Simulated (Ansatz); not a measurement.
**SnS (SMILES [S][Sn]) at 6 levels**

Aim: a comparison of 6 runs (UHF/STO-3G, B3LYP/STO-3G, CAM-B3LYP/STO-3G, HSE06/STO-3G, RPA@PBE/STO-3G, MP2/STO-3G) of SnS. 

Program for the calculation: Ansatz 0.2.0.

53 further runs of the same task are left out: 19 that didn't finish, 34 set aside as unsound or not needed.

## Step 1: The molecule

SnS: 2 atoms, total charge 0, spin state singlet. As SMILES, `[S][Sn]`. The Sn2–S1 distance was set to 4.418 Å, away from the relaxed value.

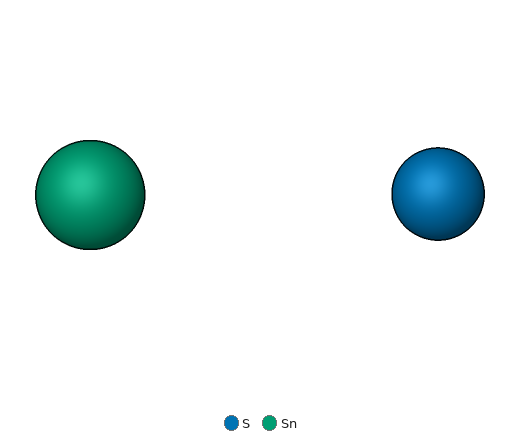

The structure, seen from a chosen angle (sulfur blue, tin teal).

## Step 2: A single-point energy at UHF/STO-3G (run 1)

run.yaml

```yaml
basis:
  gaussian: {orbitals: STO-3G}
crystal:
  periodic: [false, false, false]
  atoms:
    - {symbol: S, position_ang: [0.000000, 0.000000, -2.209074]}
    - {symbol: Sn, position_ang: [0.000000, 0.000000, 2.209026]}
magnetization: {spin_polarized: true}
hamiltonian: {xc: hf}
accuracy: high
```

Launch:

```bash
$ ansatz run run.yaml --threads 1 --pin off --max-ram 2610MiB --events-out events.jsonl --progress --plain --runs-dir runs
```

The program printed:

```text
Warning: RAYON_NUM_THREADS=1 ignored (pool sized by the plan → 1); use --threads N
Functional definition: HF
  name "HF"
  exchange = exact_x
  correlation = 0
590 factors; integrals over basis functions are off by at most 5.0e-9 eV
mean field evaluation 1: about -172936.1795 eV, gradient 4.9e0 eV
mean field evaluation 2: about -172936.1931 eV, gradient 4.9e0 eV
mean field evaluation 4: about -172826.2752 eV, gradient 1.6e1 eV
mean field evaluation 8: about -172959.5871 eV, gradient 4.5e0 eV
mean field evaluation 16: about -172960.4804 eV, gradient 1.8e0 eV
mean field evaluation 32: about -172963.1939 eV, gradient 4.3e-4 eV
mean field evaluation 64: about -172957.5533 eV, gradient 2.7e0 eV
mean field evaluation 96: about -172964.7162 eV, gradient 8.1e-1 eV
mean field evaluation 128: about -172964.7370 eV, gradient 3.5e-3 eV
mean field evaluation 160: about -172963.1664 eV, gradient 1.4e-1 eV
mean field -172964.74780337 eV, -6356.3372420570 hartree, gradient 3.1e-8 eV, S^2 2.000085; 9 other end points of the search recorded, 0 dependent functions left out
reference -172964.74780337 eV, -6356.3372420570 hartree; 33, 33 occupied and 3, 3 virtual orbitals, 590 factors
Total energy: -172964.74780337 eV, -6356.3372420570 hartree
```

It took 5.7 s on 1 thread of Arm Neoverse V1, shared host; peak memory 0.12 GiB.

## Step 3: The energy at B3LYP/STO-3G (run 2)

in.yaml

```yaml
crystal:
  periodic: [false, false, false]
  atoms:
    - symbol: S
      position_ang: [0.000000, 0.000000, -2.209074]
    - symbol: Sn
      position_ang: [0.000000, 0.000000, 2.209026]
basis:
  gaussian:
    orbitals: STO-3G
accuracy: high
hamiltonian:
  xc: {name: B3LYP}
```

Launch:

```bash
$ ansatz run in.yaml --threads 1 --pin off --max-ram 2610MiB --events-out events.jsonl --progress --plain --runs-dir runs
```

The program printed, cut to the lines that bear on the results:

```text
Warning: RAYON_NUM_THREADS=1 ignored (pool sized by the plan → 1); use --threads N
Functional definition: B3LYP
  name "B3LYP"
[...]
590 factors; integrals over basis functions are off by at most 5.0e-9 eV
[...]
mean field -173030.30277352 eV, -6358.7463427753 hartree, gradient 1.3e-8 eV, S^2 0.000000; 8 other end points of the search recorded, 0 dependent functions left out
reference -173030.30280463 eV, -6358.7463439184 hartree; 33, 33 occupied and 3, 3 virtual orbitals, 590 factors
Total energy: -173030.30280463 eV, -6358.7463439184 hartree
```

It took 9.6 s on 1 thread of Arm Neoverse V1, shared host; peak memory 0.12 GiB.

Run 3 isn't shown in full; the table further down has it.

## Step 4: The energy at HSE06/STO-3G (run 4)

job.yaml

```yaml
crystal:
  periodic: [false, false, false]
  atoms:
    - symbol: S
      position_ang: [0.000000, 0.000000, -2.209074]
    - symbol: Sn
      position_ang: [0.000000, 0.000000, 2.209026]
basis:
  gaussian: {orbitals: STO-3G}
accuracy: high
hamiltonian: {xc: hse06}
```

Launch:

```bash
$ ansatz run job.yaml --threads 1 --pin off --max-ram 2610MiB --events-out events.jsonl --progress --plain --runs-dir runs
```

The program printed, cut to the lines that bear on the results:

```text
Warning: RAYON_NUM_THREADS=1 ignored (pool sized by the plan → 1); use --threads N
Functional definition: HSE06
  name "HSE06"
[...]
590 factors; integrals over basis functions are off by at most 5.0e-9 eV
54 factors; integrals over basis functions are off by at most 8.8e-10 eV
[...]
mean field -173019.51069494 eV, -6358.3497412024 hartree, gradient 4.4e-8 eV, S^2 0.000000; 12 other end points of the search recorded, 0 dependent functions left out
reference -173019.51069688 eV, -6358.3497412740 hartree; 33, 33 occupied and 3, 3 virtual orbitals, 590 factors
Total energy: -173019.51069688 eV, -6358.3497412740 hartree
```

Wall time 12 s (1 thread of Arm Neoverse V1, shared host); peak memory 0.12 GiB.

Run 5 isn't shown in full; the table further down has it.

## Step 5: The energy at MP2/STO-3G (run 6)

in.yaml

```yaml
crystal:
  periodic: [false, false, false]
  atoms:
    - {symbol: S, position_ang: [0.000000, 0.000000, -2.209074]}
    - {symbol: Sn, position_ang: [0.000000, 0.000000, 2.209026]}
basis:
  gaussian:
    orbitals: STO-3G
accuracy: high
correlation:
  method: mp2
  frozen_orbitals: {S: 5, Sn: 18}
```

Launch:

```bash
$ ansatz run in.yaml --threads 1 --pin off --max-ram 2610MiB --events-out events.jsonl --progress --plain --runs-dir runs
```

The program printed, cut to the lines that bear on the results:

```text
Warning: RAYON_NUM_THREADS=1 ignored (pool sized by the plan → 1); use --threads N
[... 2 set-up lines as earlier in the session ...]
[...]
590 factors; integrals over basis functions are off by at most 5.0e-9 eV
[...]
mean field -172960.18888407 eV, -6356.1697048627 hartree, gradient 1.8e-8 eV, S^2 0.000000; 23 other end points of the search recorded, 0 dependent functions left out; unrestricted orbitals would lower it
unrestricted determinant -172963.19370906 eV, -6356.2801301445 hartree, S^2 1.9961
23 core orbitals not correlated: weight in the atoms' cores, before any rotation towards them, 1.000 or more for the frozen orbitals, at most 0.000 for the correlated occupied ones
reference -172960.18888407 eV, -6356.1697048627 hartree; 10, 10 occupied and 3, 3 virtual orbitals, 590 factors
second order -0.74310436 eV of doubles, -0.00000000 eV of singles
WARN: the method's energy lies above the unrestricted determinant's, so it is not that of the lowest state
Total energy: -172960.93198843 eV, -6356.1970134444 hartree
```

Run time: 4.2 s. Hardware: 1 thread of Arm Neoverse V1, shared host; peak memory 0.11 GiB.

## Step 6: The series

| run | level | frozen core orbitals | energy (Eh) | wall time |
| --- | --- | --- | --- | --- |
| 1 | UHF/STO-3G | – | -6356.337242 | 5.7 s |
| 2 | B3LYP/STO-3G | – | -6358.746344 | 9.6 s |
| 3 | CAM-B3LYP/STO-3G | – | -6358.909980 | 2.7 s |
| 4 | HSE06/STO-3G | – | -6358.349741 | 12 s |
| 5 | RPA@PBE/STO-3G | 23 | -6356.402897 | 14 s |
| 6 | MP2/STO-3G | 23 | -6356.197013 | 4.2 s |

## Step 7: Results

```
                                           quantity           value
                                run 6: total energy  -6356.19701 Eh
run 6: correlation energy (23 core orbitals frozen)       -27.3 mEh
```

In words: Totals of different functionals can't be ranked against each other. In runs 5, 6 the log says that unrestricted orbitals would lower the reference, so the values rest on an unstable closed-shell determinant (other closed-shell runs at this shape may share the fault). In runs 1, 2, 3, 4, 5, 6 the basis is minimal, so the values are rough. In runs 2, 3, 4, 5, 6 a closed-shell determinant meets a far-stretched bond, which it describes badly. In runs 1, 2, 3, 4, 5, 6 relativity is left out where basis or elements ask for it. Spin contamination of the reference: run 1 ⟨S²⟩ = 2.00. Where it is this large, the reference is a mixture of spin states, and values that rest on it are in doubt. All runs together took 49 s, the longest 14 s.
